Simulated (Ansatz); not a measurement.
# CH₅GaN₂: how energies converge with the basis set

How large a basis does CH₅GaN₂ need? Two functionals are run in growing sets.

Method: one geometry, several basis sets; program: Ansatz 0.2.0, Gaussian basis.

Levels to be run: PBE0-D4/def2-SVP; ωB97M-V/def2-SVP; PBE0-D4/def2-QZVPP; ωB97M-V/def2-QZVPP; the functionals' def2-TZVPP values are taken from earlier runs.

**1. Structure used throughout**

An earlier PBE0-D4 in a triple-zeta def2 set relaxation fixed the geometry.

SMILES `N=[CH][GaH][NH2]`, 9 atoms, charge 0, spin multiplicity 1.

Atoms are counted from 1 here; the program's logs count them from 0.

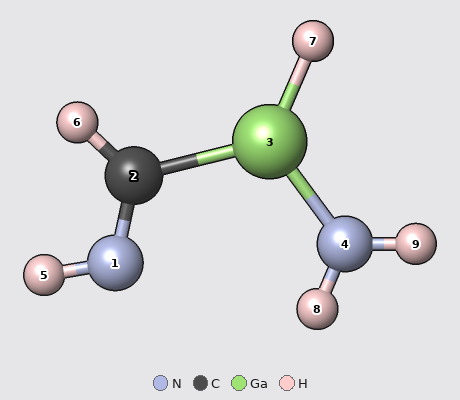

The geometry (nitrogen light blue, carbon dark grey, gallium green, hydrogen pink); atoms are numbered from 1 in the order of the file.

**2. PBE0-D4 in def2-SVP**

in.yaml

```yaml
crystal:
  periodic: [false, false, false]
  atoms:
    - {symbol: N, position_ang: [-1.508380, 0.972403, 0.032646]}
    - {symbol: C, position_ang: [-0.291732, 1.309921, 0.184284]}
    - {symbol: Ga, position_ang: [1.046342, -0.153776, 0.061160]}
    - {symbol: N, position_ang: [0.276205, -1.755205, -0.257098]}
    - {symbol: H, position_ang: [-2.140096, 1.775029, 0.108417]}
    - {symbol: H, position_ang: [-0.009227, 2.357709, 0.372718]}
    - {symbol: H, position_ang: [2.596172, -0.036509, 0.207160]}
    - {symbol: H, position_ang: [-0.722762, -1.836367, -0.351830]}
    - {symbol: H, position_ang: [0.753468, -2.633204, -0.357437]}
basis:
  gaussian: {orbitals: def2-SVP}
hamiltonian: {xc: pbe0, dispersion: d4}
output: {orbitals: {seedname: orbitals}}
```

On the command line:

```console
$ ansatz run in.yaml --threads 2 --pin off --events-out ev --progress --plain --max-ram 32768MiB --backend cpu
```

Further steps of the session: ωB97M-V in def2-SVP; PBE0-D4 in def2-QZVPP; ωB97M-V in def2-QZVPP.

Before running them: what should the planned runs give, taken together? Wanted: PBE0-D4: double and triple zeta above quadruple; ωB97M-V: double and triple zeta above quadruple.

The runs gave:

```
                                       quantity           value
PBE0-D4: double and triple zeta above quadruple  12.97, 1.44 eV
ωB97M-V: double and triple zeta above quadruple  13.09, 1.39 eV
```

What this shows: PBE0-D4 gains 11.53 eV from double to triple zeta, then 1.44 eV more. Total energies overstate the basis error of differences, where much of it tends to cancel.
